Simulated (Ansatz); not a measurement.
Take ZnSe in the zinc blende structure (space group F-43m, No. 216; a = 5.568 Å) as the base.

The change: an isotropic linear strain of −2.00 %, atoms relaxed at fixed cell.

Method: LDA (Ansatz, an electronic-structure program; PAW; 420 eV plane waves; without spin-orbit coupling).

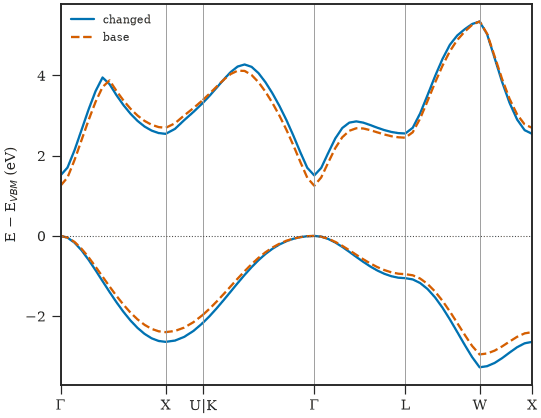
Figure: Highest valence and lowest conduction band along the path, each from its own valence-band maximum

Problem. From the figure, how large is the changed gap, and is it direct?

Solution. About 1.5 eV, direct at Γ.

Stability against distortions was not tested.
